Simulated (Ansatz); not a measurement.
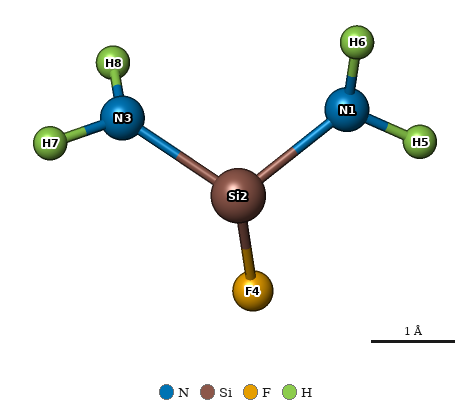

Figure 1. The structure (ball-and-stick view, seen at a tilt; atoms are numbered from 1 in the order of the input).

## Two runs on SiN2H4F

System: SiN2H4F, multiplicity 2, SMILES N[Si](N)F.
Method of run A: UKS PBE0-D4/def2-TZVPP (Ansatz 0.2.0).

The geometry comes from this level: PBE0-D4/def2-TZVP. Text and figures count atoms from 1; the logs count them from 0 in places.

## Input, run A
```yaml
crystal:
  periodic: [false, false, false]
  atoms:
    - {symbol: N, position_ang: [-0.814887, 1.031548, -0.359921]}
    - {symbol: Si, position_ang: [0.517196, -0.020652, -0.581303]}
    - {symbol: N, position_ang: [0.780327, -0.793311, 0.910744]}
    - {symbol: F, position_ang: [0.045291, -0.971205, -1.794021]}
    - {symbol: H, position_ang: [-1.331659, 1.348943, -1.165022]}
    - {symbol: H, position_ang: [-0.763789, 1.744723, 0.350151]}
    - {symbol: H, position_ang: [1.648595, -1.254787, 1.120505]}
    - {symbol: H, position_ang: [0.011127, -1.142260, 1.463168]}
basis:
  gaussian: {orbitals: def2-TZVPP}
magnetization: {spin_polarized: true, initial_magnetization: 1}
hamiltonian: {xc: pbe0, dispersion: d4}
output: {orbitals: {seedname: orbitals}}
```

Hardware: 4 CPU threads, shared host.

## Output (run A)
```
Functional definition: PBE0
  parameter a = 0.25
  parameter kappa = 0.804
  parameter beta = 0.06672455060314922
  exchange = (1 - a)*pbe_x(kappa = kappa, mu = beta*pi^2/3) + a*exact_x
  correlation = pbe_c(beta = beta)
993 factors; their error is unknown
mean field evaluation 1: about -13623.1637 eV, gradient 5.9e1 eV
mean field evaluation 2: about -13607.8058 eV, gradient 8.1e1 eV
mean field evaluation 4: about -13635.3585 eV, gradient 4.9e0 eV
mean field evaluation 8: about -13635.4375 eV, gradient 5.8e-2 eV
mean field evaluation 16: about -13635.4715 eV, gradient 1.1e-4 eV
mean field -13635.47147684 eV, -501.0943343193 hartree, gradient 1.2e-5 eV, S^2 0.751913; 0 other end points of the search recorded, 0 dependent functions left out
reference -13635.47150457 eV, -501.0943353386 hartree; 21, 20 occupied and 170, 171 virtual orbitals, 993 factors
Total energy: -13635.59008995 eV, -501.0986932709 hartree
```

Run B used a changed input.

## The two runs side by side

```csv
quantity,run A,run B
outcome,converged,converged
total energy (hartree),−501.098693,−500.719710
HOMO (eV),−5.62,−5.35
LUMO (eV),−1.62,−1.43
⟨S²⟩,0.752,0.752
basis functions,191,80
wall time (shared host),4.1 s,1.1 s
```

What was changed in the input?

The change (lines with − go, lines with + come):
```diff
-  gaussian: {orbitals: def2-TZVPP}
+  gaussian: {orbitals: def2-SVP}
```

The total energy of run B is 237.8 kcal/mol higher, which measures the change of basis and not a stability. The HOMO goes from −5.62 to −5.35 eV. The LUMO goes from −1.62 to −1.43 eV. The basis functions go from 191 to 80.

## Output (run B)
```
Functional definition: PBE0
  parameter a = 0.25
  parameter kappa = 0.804
  parameter beta = 0.06672455060314922
  exchange = (1 - a)*pbe_x(kappa = kappa, mu = beta*pi^2/3) + a*exact_x
  correlation = pbe_c(beta = beta)
790 factors; integrals over basis functions are off by at most 9.2e-4 eV
mean field evaluation 1: about -13615.3319 eV, gradient 5.0e1 eV
mean field evaluation 2: about -13605.3900 eV, gradient 6.7e1 eV
mean field evaluation 4: about -13625.0106 eV, gradient 3.5e0 eV
mean field evaluation 8: about -13625.1587 eV, gradient 1.5e-1 eV
mean field evaluation 16: about -13625.1588 eV, gradient 1.1e-4 eV
mean field -13625.15882259 eV, -500.7153512660 hartree, gradient 3.5e-5 eV, S^2 0.751676; 0 other end points of the search recorded, 0 dependent functions left out
reference -13625.15884806 eV, -500.7153522018 hartree; 21, 20 occupied and 59, 60 virtual orbitals, 790 factors
Total energy: -13625.27743344 eV, -500.7197101342 hartree
```
